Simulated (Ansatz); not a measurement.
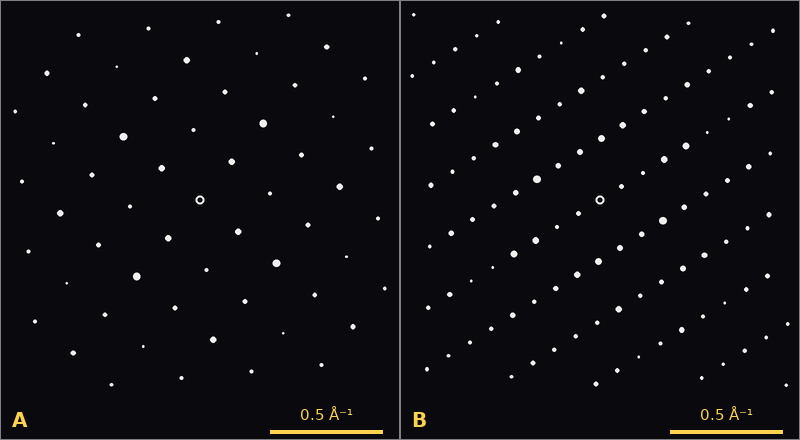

Kinematic electron diffraction patterns (120 kV, B = 0.5 Å², same scale, each along a low-index zone) of two structures of composition Rb2Hg, each relaxed at zero pressure with Ansatz 0.2.0, DFT PBE, scalar-relativistic, plane waves, PAW.

The structures (standard cells):
1. R3m (No. 160), a = 5.011 Å, c = 26.300 Å (hexagonal axes), 9 atoms; generated start, possibly hypothetical
2. Fd-3m (No. 227), a = 12.654 Å, 24 atoms; generated start, possibly hypothetical

**Which pattern belongs to which structure, and along which zone?**

A is structure 2 along [001] or an equivalent direction: square net of 2 -2 0 at d = 4.47 Å and 2 2 0 at d = 4.47 Å, 90.0° apart (some points of this net are extinct or too weak to see). B is structure 1 along [100] or an equivalent direction: oblique net of 0 0 3 at d = 8.77 Å and 0 -1 1 at d = 4.28 Å, 80.6° apart.

**Rank the structures by their computed energy.**

Structure 1 (R3m, 63.55 Å³ an atom) is the lowest of these; structure 2 (Fd-3m, 84.42 Å³ an atom) lies about 210 meV an atom higher. These are static energies at 0 K; other structures, not shown, may lie lower still.
